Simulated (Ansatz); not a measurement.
## Electronic structure of CH₅OSi (doublet) in real space

The calculation's input:

```
basis:
  gaussian: {orbitals: def2-TZVPD}
crystal:
  periodic: [false, false, false]
  atoms:
    - symbol: C
      position_ang: [-0.761952, -3.048861, -1.405372]
    - symbol: O
      position_ang: [0.530076, -1.951526, 0.997938]
    - symbol: Si
      position_ang: [0.258527, -1.706902, -0.634236]
    - symbol: H
      position_ang: [-0.458246, -3.582971, -2.304443]
    - symbol: H
      position_ang: [-1.725492, -3.360417, -1.003789]
    - symbol: H
      position_ang: [1.532234, -1.615112, -1.406311]
    - symbol: H
      position_ang: [-0.442802, -0.399001, -0.679972]
    - symbol: H
      position_ang: [0.973515, -2.779292, 1.230667]
magnetization: {spin_polarized: true, initial_magnetization: 1}
hamiltonian: {xc: pbe0}
output: {forces: true, orbitals: {seedname: orbitals}}
```

Launched as:

```sh
ansatz run input.yaml --threads 1 --pin off --max-ram 2610MiB --events-out events.jsonl --progress --plain --runs-dir runs
```

Geometry: B3LYP/6-31G*.

Method: isolated molecule in a Gaussian basis; Kohn-Sham density functional theory, functional PBE0 in Ansatz.

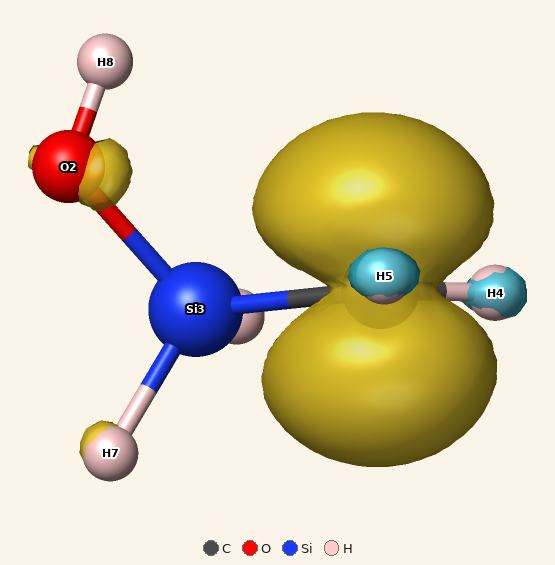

Figure 1. Isosurfaces of the spin density at +0.03 (yellow) and −0.03 e/Å³ (cyan), seen at a tilt.

### Which atoms carry the spin?

The unpaired spin (1 electron) lies mostly on C1 (about 0.8) and Si3 (about 0.1), in electrons by Hirshfeld's partition.

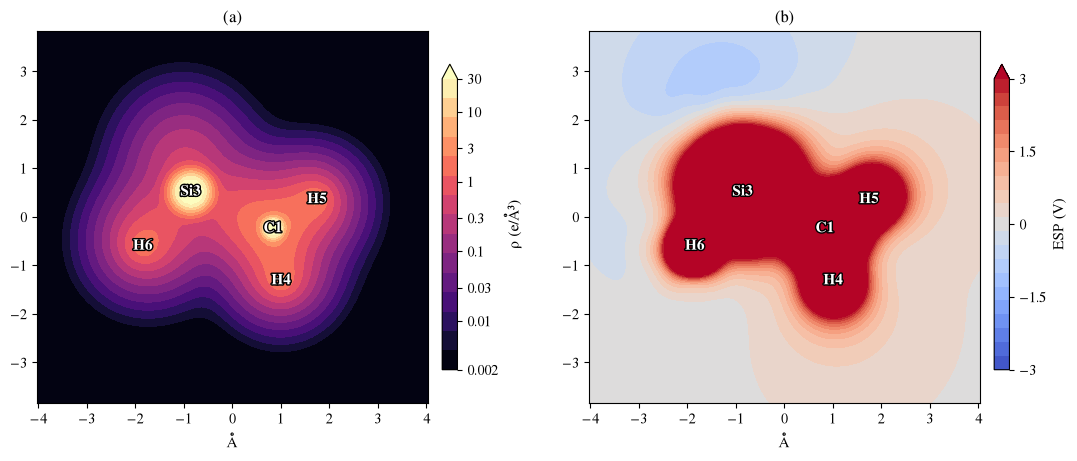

Figure 2. (a) electron density; (b) electrostatic potential on the plane of atoms H4, C1 and H5.

### Describe what can be read from this map.

- The plane passes through C, Si and H nuclei.
- C–Si (1.85 Å): ρ is about 0.98 e/Å³ halfway.
- C–H (1.09 Å): ρ at the midpoint is about 2 e/Å³.
- Si–H (1.49 Å): ρ is about 0.81 e/Å³ halfway.
- Outside the dense part of the molecule the potential is most negative (−0.9 V) near O2, which lies off the plane.

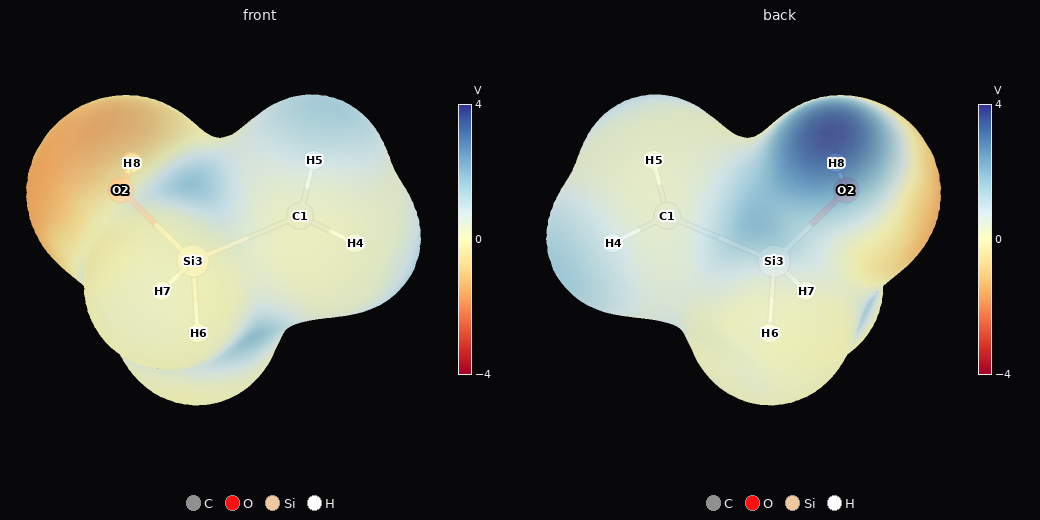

Figure 3. The molecular electrostatic potential painted on the density surface at 0.004 e/bohr³, seen from the front and from behind; the colour scale runs from red (negative) to blue (positive).

### Describe the electrostatic potential map.

The most negative region (about −1.6 V) lies over O2, the most positive (about +3.5 V) over H8. O2 is the likeliest acceptor of a hydrogen bond.
